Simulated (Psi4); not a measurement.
**Energy and gradient calculation, with input and output: CH4OSi (charge −1) (part 1 of 2)**

- system: CH4OSi, charge −1, multiplicity 2
- method: B3LYP/aug-cc-pVDZ, UKS (Psi4 1.11)

The geometry is that of the parent species in another charge or spin state. The geometry comes from this level: PBE0-D4/def2-TZVP.

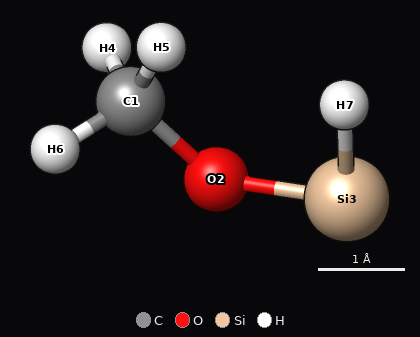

*The input geometry (ball-and-stick view, seen at a tilt; atoms are numbered from 1 in the order of the input).*

Bond lengths as drawn: C–H 1.09 to 1.10 Å, C–O 1.41 Å, H–Si 1.55 Å and O–Si 1.64 Å.

**Input (job.json)**
```
{
  "schema_name": "qcschema_input",
  "schema_version": 1,
  "molecule": {
    "schema_name": "qcschema_molecule",
    "schema_version": 2,
    "symbols": ["C", "O", "Si", "H", "H", "H", "H"],
    "geometry": [-0.96829567, 0.91746203, -0.63967229, -0.83752662, -0.84376271, 1.35606747, 1.50592275, -2.62161705, 2.32417416, -2.44984095, 0.34166248, -1.9568114, 0.83866045, 1.03462505, -1.64160508, -1.45376631, 2.77317309, 0.12358809, 3.4803086, -1.73023324, 0.34789858],
    "molecular_charge": -1,
    "molecular_multiplicity": 2,
    "fix_symmetry": "c1"
  },
  "driver": "gradient",
  "model": {
    "method": "b3lyp",
    "basis": "aug-cc-pVDZ"
  },
  "keywords": {
    "reference": "uks",
    "puream": true,
    "e_convergence": 1e-09,
    "d_convergence": 1e-08,
    "scf_type": "pk",
    "dft_radial_points": 99,
    "dft_spherical_points": 590,
    "maxiter": 200,
    "scf_properties": ["MULLIKEN_CHARGES", "DIPOLE", "WIBERG_LOWDIN_INDICES"]
  }
}
```

Machine: 1 thread of Intel Xeon (Granite Rapids), 64 GiB of memory available, shared host.

Run as:
```bash
psi4 --qcschema job.json -n 1 --memory 1600MB
```

**Log**
```
Psi4 1.11 release

gradient() will perform analytic gradient computation.

   => Loading Basis Set <=

    Name: AUG-CC-PVDZ
    Role: ORBITAL
    Keyword: BASIS

         ---------------------------------------------------------
                                   SCF
                              UKS Reference
                        1 Threads,   1525 MiB Core
         ---------------------------------------------------------

  ==> Geometry <==

    Molecular point group: c1
    Full point group: C1

    Geometry (in Bohr), charge = -1, multiplicity = 2:

       Center              X                  Y                   Z               Mass
    ------------   -----------------  -----------------  -----------------  -----------------
         C           -1.260513493259     2.140614622910    -1.904372202200    12.000000000000
         O           -1.129744443259     0.379389882910     0.091367557800    15.994914619570
         SI           1.213704926741    -1.398464457090     1.059474247800    27.976926534650
         H           -2.742058773259     1.564815072910    -3.221511312200     1.007825032230
         H            0.546442626741     2.257777642910    -2.906304992200     1.007825032230
         H           -1.745984133259     3.996325682910    -1.141111822200     1.007825032230
         H            3.188090776741    -0.507080647090    -0.916801332200     1.007825032230

  Running in c1 symmetry.

  Rotational constants: A =      1.64706  B =      0.19858  C =      0.18332 [cm^-1]
  Rotational constants: A =  49377.58231  B =   5953.28820  C =   5495.89662 [MHz]
  Nuclear repulsion =  101.069904561138330

  Charge       = -1
  Multiplicity = 2
  Electrons    = 33
  Nalpha       = 17
  Nbeta        = 16

  ==> Algorithm <==

  SCF Algorithm Type is PK.
  DIIS enabled.
  MOM disabled.
  Fractional occupation disabled.
  Guess Type is SAD.
  Energy threshold   = 1.00e-09
  Density threshold  = 1.00e-08
  Integral threshold = 1.00e-12

  ==> Primary Basis <==

  Basis Set: AUG-CC-PVDZ
    Blend: AUG-CC-PVDZ
    Number of shells: 49
    Number of basis functions: 109
    Number of Cartesian functions: 115
    Spherical Harmonics?: true
    Max angular momentum: 2

  ==> DFT Potential <==

   => LibXC <=

    Version 7.1.2

   => Composite Functional: B3LYP <=

    B3LYP Hyb-GGA Exchange-Correlation Functional

    Deriv               =              1
    GGA                 =           TRUE
    Meta                =          FALSE

    Exchange Hybrid     =           TRUE
    MP2 Hybrid          =          FALSE

   => Exchange Functionals <=

    0.0800   Slater exchange
    0.7200         Becke 88

   => Exact (HF) Exchange <=

    0.2000               HF

   => Correlation Functionals <=

    0.1900   Vosko, Wilk & Nusair (VWN5_RPA)
    0.8100   Lee, Yang & Parr

   => LibXC Density Thresholds  <==

    XC_HYB_GGA_XC_B3LYP:  1.00E-15

   => Molecular Quadrature <=

    Radial Scheme          =       TREUTLER
    Pruning Scheme         =           NONE
    Nuclear Scheme         =       TREUTLER

    Blocking Scheme        =         OCTREE
    BS radius alpha        =              1
    Pruning alpha          =              1
    Radial Points          =             99
    Spherical Points       =            590
    Total Points           =         392537
    Total Blocks           =           2827
    Max Points             =            256
    Max Functions          =            109
    Weights Tolerance      =       1.00E-15

  ==> Integral Setup <==

  Using in-core PK algorithm.
   Calculation information:
      Number of atoms:                   7
      Number of AO shells:              49
      Number of primitives:            131
      Number of atomic orbitals:       115
      Number of basis functions:       109

      Integral cutoff                 1.00e-12
      Number of threads:                 1

  Performing in-core PK
  Using 35946020 doubles for integral storage.
  We computed 750870 shell quartets total.
  Whereas there are 750925 unique shell quartets.

  ==> DiskJK: Disk-Based J/K Matrices <==

    J tasked:                  Yes
    K tasked:                  Yes
    wK tasked:                  No
    Memory [MiB]:             1076
    Schwarz Cutoff:          1E-12

  Cached 5.3% of DFT collocation blocks in 0.063 [GiB].

  Minimum eigenvalue in the overlap matrix is 4.5661496684E-04.
  Reciprocal condition number of the overlap matrix is 4.5025472455E-05.
    Using symmetric orthogonalization.

  ==> Pre-Iterations <==

  SCF Guess: Superposition of Atomic Densities via on-the-fly atomic UHF (no occupation information).

   -------------------------
    Irrep   Nso     Nmo
   -------------------------
     A        109     109
   -------------------------
    Total     109     109
   -------------------------

  ==> Iterations <==

                        Total Energy        Delta E     RMS |[F,P]|

   @UKS iter SAD:  -404.62633422902621   -4.04626e+02   0.00000e+00
   @UKS iter   1:  -404.85392093783895   -2.27587e-01   7.66366e-03 DIIS/ADIIS
   @UKS iter   2:  -399.21111137048626    5.64281e+00   2.28189e-02 DIIS/ADIIS
   @UKS iter   3:  -405.18729700283222   -5.97619e+00   3.08024e-03 DIIS/ADIIS
   @UKS iter   4:  -405.22170896054001   -3.44120e-02   2.08147e-03 DIIS/ADIIS
   @UKS iter   5:  -405.24374575012672   -2.20368e-02   2.55576e-04 DIIS/ADIIS
   @UKS iter   6:  -405.24429379563867   -5.48046e-04   7.79519e-05 DIIS
   @UKS iter   7:  -405.24435946349394   -6.56679e-05   2.34945e-05 DIIS
   @UKS iter   8:  -405.24436708005288   -7.61656e-06   1.32573e-05 DIIS
   @UKS iter   9:  -405.24436967732510   -2.59727e-06   2.08491e-06 DIIS
   @UKS iter  10:  -405.24436976746551   -9.01404e-08   4.97745e-07 DIIS
   @UKS iter  11:  -405.24436977305442   -5.58890e-09   9.91613e-08 DIIS
   @UKS iter  12:  -405.24436977331504   -2.60627e-10   3.98063e-08 DIIS
   @UKS iter  13:  -405.24436977336353   -4.84874e-11   1.44975e-08 DIIS
   @UKS iter  14:  -405.24436977336848   -4.94538e-12   5.84136e-09 DIIS
  Energy and wave function converged.

  ==> Post-Iterations <==

   Electrons on quadrature grid:
      Nalpha   =   17.0000236813 ; deviation = 2.368e-05
      Nbeta    =   16.0000009564 ; deviation = 9.564e-07
      Ntotal   =   33.0000246377 ; deviation = 2.464e-05

   @Spin Contamination Metric:   4.052646092E-03
   @S^2 Expected:                7.500000000E-01
   @S^2 Observed:                7.540526461E-01
   @S   Expected:                5.000000000E-01
   @S   Observed:                5.000000000E-01

    Orbital Energies [Eh]
    ---------------------

    Alpha Occupied:

       1A    -65.936623     2A    -18.968950     3A    -10.083998
       4A     -5.077623     5A     -3.438037     6A     -3.437262
       7A     -3.432410     8A     -0.846986     9A     -0.538043
      10A     -0.355121    11A     -0.302377    12A     -0.297823
      13A     -0.217763    14A     -0.147199    15A     -0.138227
      16A     -0.035642    17A      0.054040

    Alpha Virtual:

      18A      0.093727    19A      0.117926    20A      0.126478
      21A      0.130780    22A      0.142303    23A      0.159226
      24A      0.164861    25A      0.187303    26A      0.197487
      27A      0.208782    28A      0.215813    29A      0.228135
      30A      0.248160    31A      0.268487    32A      0.277971
      33A      0.293425    34A      0.317233    35A      0.321217
      36A      0.327744    37A      0.335483    38A      0.383027
      39A      0.388559    40A      0.415794    41A      0.424023
      42A      0.430722    43A      0.437114    44A      0.444848
      45A      0.448044    46A      0.492096    47A      0.496884
      48A      0.497426    49A      0.523973    50A      0.558074
      51A      0.564943    52A      0.572405    53A      0.583338
      54A      0.599864    55A      0.630693    56A      0.634271
      57A      0.665942    58A      0.678733    59A      0.679425
      60A      0.707890    61A      0.734722    62A      0.752574
      63A      0.761455    64A      0.771257    65A      0.783674
      66A      0.788030    67A      0.830567    68A      0.895381
      69A      0.923927    70A      0.960669    71A      0.973857
      72A      1.018606    73A      1.050562    74A      1.110164
      75A      1.153581    76A      1.158067    77A      1.270913
      78A      1.299249    79A      1.397108    80A      1.418056
      81A      1.421969    82A      1.560225    83A      1.653939
      84A      1.659206    85A      1.669307    86A      1.761008
      87A      1.767192    88A      1.886201    89A      1.895846
      90A      1.950930    91A      2.028842    92A      2.032851
      93A      2.084371    94A      2.104684    95A      2.114761
      96A      2.155868    97A      2.285414    98A      2.386795
      99A      2.497704   100A      2.539679   101A      2.635671
     102A      2.716050   103A      2.784546   104A      3.000360
     105A      3.513025   106A      3.542818   107A      3.629727
     108A      3.666130   109A      3.758059

    Beta Occupied:

       1A    -65.935091     2A    -18.966574     3A    -10.084068
       4A     -5.075853     5A     -3.436328     6A     -3.432291
       7A     -3.431543     8A     -0.842459     9A     -0.537259
      10A     -0.350912    11A     -0.299662    12A     -0.297181
      13A     -0.208987    14A     -0.135477    15A     -0.134721
      16A     -0.025993

    Beta Virtual:

      17A      0.092934    18A      0.108875    19A      0.124792
      20A      0.128211    21A      0.129822    22A      0.141881
      23A      0.160202    24A      0.185984    25A      0.187493
      26A      0.199086    27A      0.210021    28A      0.219646
      29A      0.229913    30A      0.250413    31A      0.271010
      32A      0.287547    33A      0.296909    34A      0.316451
      35A      0.324129    36A      0.335792    37A      0.336546
      38A      0.383889    39A      0.401033    40A      0.417194
      41A      0.424352    42A      0.432568    43A      0.439461
      44A      0.448019    45A      0.450269    46A      0.493401
      47A      0.500364    48A      0.500556    49A      0.526564
      50A      0.559772    51A      0.568166    52A      0.575983
      53A      0.587105    54A      0.600406    55A      0.633646
      56A      0.649970    57A      0.665472    58A      0.679122
      59A      0.680915    60A      0.714673    61A      0.736311
      62A      0.762301    63A      0.766374    64A      0.781289
      65A      0.788162    66A      0.793926    67A      0.832534
      68A      0.905468    69A      0.927242    70A      0.961488
      71A      0.975574    72A      1.020590    73A      1.053577
      74A      1.115503    75A      1.155278    76A      1.158762
      77A      1.273123    78A      1.302110    79A      1.399103
      80A      1.419221    81A      1.427172    82A      1.560608
      83A      1.654136    84A      1.662990    85A      1.670129
      86A      1.760933    87A      1.768097    88A      1.889703
      89A      1.896523    90A      1.950503    91A      2.029226
      92A      2.032799    93A      2.084586    94A      2.104975
      95A      2.114999    96A      2.157937    97A      2.285564
      98A      2.388493    99A      2.498129   100A      2.540037
     101A      2.636153   102A      2.716234   103A      2.784757
     104A      3.002947   105A      3.518440   106A      3.548574
     107A      3.635568   108A      3.667411   109A      3.759849

    Final Occupation by Irrep:
              A
    DOCC [    16 ]
    SOCC [     1 ]
    NA   [    17 ]
    NB   [    16 ]

  @UKS Final Energy:  -405.24436977336848

   => Energetics <=

    Nuclear Repulsion Energy =            101.0699045611383298
    One-Electron Energy =                -765.1121667307490952
    Two-Electron Energy =                 288.3360287947767233
    DFT Exchange-Correlation Energy =     -29.5381363985343910
    Empirical Dispersion Energy =           0.0000000000000000
    VV10 Nonlocal Energy =                  0.0000000000000000
    Total Energy =                       -405.2443697733684758
```
